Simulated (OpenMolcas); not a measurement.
# doublet CH4OSi−: levels of theory compared

Wanted: a comparison of 6 runs (U-r2SCAN/aug-cc-pVDZ, UB3LYP/aug-cc-pVDZ, UBLYP/aug-cc-pVDZ, UM06-L/aug-cc-pVDZ, UPBE0/aug-cc-pVDZ, USVWN5/aug-cc-pVDZ) of doublet CH4OSi−. 

The results are computed with OpenMolcas 26.06.

## Step 1: Starting point

The species is CH4OSi− (7 atoms), meant as a doublet with charge -1. As SMILES of the parent species, `CO[SiH]`. The coordinates come from a PBE0-D4/def2-TZVP relaxation. This is one conformer, not always the lowest. That shape belongs to the parent species and isn't relaxed for this state.

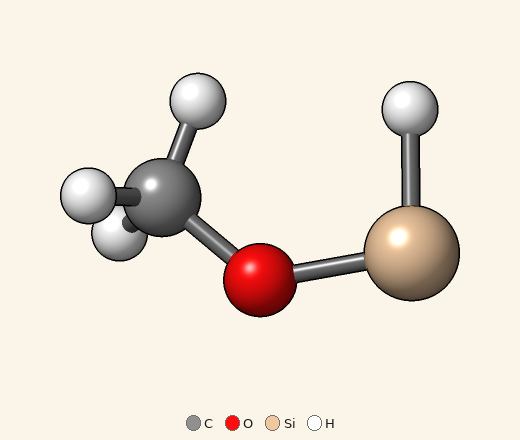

The structure, seen from a chosen angle (carbon grey, oxygen red, silicon light orange, hydrogen white).

## Step 2: A single-point energy at U-r2SCAN/aug-cc-pVDZ (run 1)

geom.xyz reads:

```xyz
7

C     -0.512400     0.485500    -0.338500
O     -0.443200    -0.446500     0.717600
Si     0.796900    -1.387300     1.229900
H     -1.296400     0.180800    -1.035500
H      0.443800     0.547500    -0.868700
H     -0.769300     1.467500     0.065400
H      1.841700    -0.915600     0.184100
```

test.inp reads:

```
* CH4OSi Kohn-Sham DFT
&GATEWAY
BasLib = $CurrDir
Coord = geom.xyz
Basis = aug-cc-pVDZ
Group = NoSym
&SEWARD
GridInput
Grid=UltraFine
End of Grid
&SCF
UHF
Charge = -1
Spin = 2
KSDFT = 2
1.0 MGGA_X_R2SCAN
1.0 MGGA_C_R2SCAN
Thresholds = 1e-10 1e-07 1e-07 1e-05
PrOrbitals = 1 2
```

The basis set aug-cc-pVDZ is read from a file made from the Basis Set Exchange's data (not shown).

Started as:

```bash
$ export MOLCAS_MEM=1860
$ pymolcas test.inp > test.log
```

The program printed:

```text
--- Start Module: gateway ---
[...]
--- Stop Module: gateway /rc=_RC_ALL_IS_WELL_ ---
--- Start Module: seward ---
[...]
      Basis functions          109
--- Stop Module: seward /rc=_RC_ALL_IS_WELL_ ---
[...]
--- Start Module: scf ---
[...]
       Convergence after  21 Iterations
[...]
::    Total KS-DFT energy                            -405.1281616330
[...]
      Total spin, S                                     0.5044733373
[...]
      Total electronic charge=   33.000000
      Total            charge=   -1.000000
[...]
      Dipole Moment (debye):
      Origin of the operator (angstrom)=    0.1546   -0.6473    0.6693
                   X= -3.1496E+00               Y=  3.8960E+00               Z= -3.0662E+00           Total=  5.8737E+00
      Center of Charge (angstrom)
[...]
--- Stop Module: scf /rc=_RC_ALL_IS_WELL_ ---
[...]
```

Wall time 2.9 min (1 thread of Arm Neoverse V1, shared host); peak memory 0.64 GiB.

## Step 3: The energy at UB3LYP/aug-cc-pVDZ (run 2)

mol.xyz reads:

```xyz
7

C     -0.512400     0.485500    -0.338500
O     -0.443200    -0.446500     0.717600
Si     0.796900    -1.387300     1.229900
H     -1.296400     0.180800    -1.035500
H      0.443800     0.547500    -0.868700
H     -0.769300     1.467500     0.065400
H      1.841700    -0.915600     0.184100
```

calc.input reads:

```
&GATEWAY
  BASLIB=$CurrDir
  COORD=mol.xyz
  BASIS=aug-cc-pVDZ
  GROUP=NoSym

&SEWARD
  GRIDINPUT
  Grid=UltraFine
  End of Grid

&SCF
  UHF
  CHARGE=-1
  SPIN=2
  KSDFT=B3LYP
  THRESHOLDS=1e-10 1e-07 1e-07 1e-05
  PRORBITALS=0
```

The basis set aug-cc-pVDZ is read from a file made from the Basis Set Exchange's data (not shown).

Started as:

```bash
$ export MOLCAS_MEM=1860
$ pymolcas calc.input > calc.log
```

The program printed:

```text
--- Start Module: gateway ---
[...]
--- Stop Module: gateway /rc=_RC_ALL_IS_WELL_ ---
--- Start Module: seward ---
[...]
      Basis functions          109
--- Stop Module: seward /rc=_RC_ALL_IS_WELL_ ---
[...]
--- Start Module: scf ---
[...]
       Convergence after  20 Iterations
[...]
::    Total KS-DFT energy                            -405.2443709966
[...]
      Total spin, S                                     0.5020240719
[...]
      Total electronic charge=   33.000000
      Total            charge=   -1.000000
[...]
      Dipole Moment (debye):
      Origin of the operator (angstrom)=    0.1546   -0.6473    0.6693
                   X= -3.0024E+00               Y=  3.7151E+00               Z= -2.9257E+00           Total=  5.6015E+00
      Center of Charge (angstrom)
[...]
--- Stop Module: scf /rc=_RC_ALL_IS_WELL_ ---
[...]
```

Wall time 1.8 min (1 thread of Arm Neoverse V1, shared host); peak memory 0.64 GiB.

Run 3 isn't shown in full; the table further down has it.

## Step 4: A single-point energy at UM06-L/aug-cc-pVDZ (run 4)

job.inp reads:

```
&GATEWAY
 BasLib
 $CurrDir
 Coord
 7
 angstrom
 C       -0.512400       0.485500      -0.338500
 O       -0.443200      -0.446500       0.717600
 Si       0.796900      -1.387300       1.229900
 H       -1.296400       0.180800      -1.035500
 H        0.443800       0.547500      -0.868700
 H       -0.769300       1.467500       0.065400
 H        1.841700      -0.915600       0.184100
 Basis
 aug-cc-pVDZ
 Group
 NoSym

&SEWARD
 GridInput
 Grid=UltraFine
 End of Grid

&SCF
 UHF
 Charge
 -1
 Spin
 2
 KSDFT
 M06L
 Thresholds
 1e-10 1e-07 1e-07 1e-05
 PrOrbitals
 1 1
```

The basis set aug-cc-pVDZ is read from a file made from the Basis Set Exchange's data (not shown).

Started as:

```bash
$ export MOLCAS_MEM=1860
$ pymolcas job.inp > job.log
```

The program printed:

```text
--- Start Module: gateway ---
[...]
--- Stop Module: gateway /rc=_RC_ALL_IS_WELL_ ---
--- Start Module: seward ---
[...]
      Basis functions          109
--- Stop Module: seward /rc=_RC_ALL_IS_WELL_ ---
[...]
--- Start Module: scf ---
[...]
       Convergence after  23 Iterations
[...]
::    Total KS-DFT energy                            -405.1888953698
[...]
      Total spin, S                                     0.5020576922
[...]
      Total electronic charge=   33.000000
      Total            charge=   -1.000000
[...]
      Dipole Moment (debye):
      Origin of the operator (angstrom)=    0.1546   -0.6473    0.6693
                   X= -3.2273E+00               Y=  4.0315E+00               Z= -3.1851E+00           Total=  6.0674E+00
      Center of Charge (angstrom)
[...]
--- Stop Module: scf /rc=_RC_ALL_IS_WELL_ ---
[...]
```

It took 3.2 min on 1 thread of Arm Neoverse V1, shared host; peak memory 0.64 GiB.

Run 5 isn't shown in full; the table further down has it.

## Step 5: The energy at USVWN5/aug-cc-pVDZ (run 6)

calc.inp reads:

```
&GATEWAY
 BasLib=$CurrDir
 Coord
 7
 angstrom
 C       -0.512400       0.485500      -0.338500
 O       -0.443200      -0.446500       0.717600
 Si       0.796900      -1.387300       1.229900
 H       -1.296400       0.180800      -1.035500
 H        0.443800       0.547500      -0.868700
 H       -0.769300       1.467500       0.065400
 H        1.841700      -0.915600       0.184100
 Basis=aug-cc-pVDZ
 Group=NoSym

&SEWARD
 GridInput
 Grid=UltraFine
 End of Grid

&SCF
 UHF
 Charge=-1
 Spin=2
 KSDFT=SVWN5
 Thresholds=1e-10 1e-07 1e-07 1e-05
 PrOrbitals=1 2
```

The basis set aug-cc-pVDZ is read from a file made from the Basis Set Exchange's data (not shown).

Started as:

```bash
$ export MOLCAS_MEM=1860
$ pymolcas calc.inp > calc.log
```

The program printed:

```text
--- Start Module: gateway ---
[...]
--- Stop Module: gateway /rc=_RC_ALL_IS_WELL_ ---
--- Start Module: seward ---
[...]
      Basis functions          109
--- Stop Module: seward /rc=_RC_ALL_IS_WELL_ ---
[...]
--- Start Module: scf ---
[...]
       Convergence after  23 Iterations
[...]
::    Total KS-DFT energy                            -403.1403656788
[...]
      Total spin, S                                     0.5007482332
[...]
      Total electronic charge=   33.000000
      Total            charge=   -1.000000
[...]
      Dipole Moment (debye):
      Origin of the operator (angstrom)=    0.1546   -0.6473    0.6693
                   X= -2.9231E+00               Y=  3.5416E+00               Z= -2.7670E+00           Total=  5.3614E+00
      Center of Charge (angstrom)
[...]
--- Stop Module: scf /rc=_RC_ALL_IS_WELL_ ---
[...]
```

Wall time 69 s (1 thread of Arm Neoverse V1, shared host); peak memory 0.64 GiB.

## Step 6: All runs side by side

```
run                 level  energy (Eh)  HOMO energy (eV)  LUMO energy (eV)   ⟨S²⟩  wall time
  1  U-r2SCAN/aug-cc-pVDZ  -405.128162              1.80              2.72  0.759    2.9 min
  2    UB3LYP/aug-cc-pVDZ  -405.244371              1.47              2.53  0.754    1.8 min
  3     UBLYP/aug-cc-pVDZ  -405.179321              2.02              2.30  0.753    2.3 min
  4    UM06-L/aug-cc-pVDZ  -405.188895              2.12              2.81  0.754    3.2 min
  5     UPBE0/aug-cc-pVDZ  -404.966392              1.31              2.69  0.756    1.7 min
  6    USVWN5/aug-cc-pVDZ  -403.140366              1.84              2.26  0.751       69 s
```

## Step 7: Results

| quantity | value |
| --- | --- |
| run 6: total energy | -403.14037 Eh |
| run 6: HOMO energy (highest over α and β) | 1.84 eV |
| run 6: LUMO energy (lowest over α and β) | 2.26 eV |
| run 6: ⟨S²⟩ | 0.751 |

In words: Totals of different functionals can't be ranked against each other. In runs 1, 2, 3, 4, 5, 6 the HOMO lies above zero, so the outermost electron may be held by the basis alone. All runs together took 13 min, the longest 3.2 min.
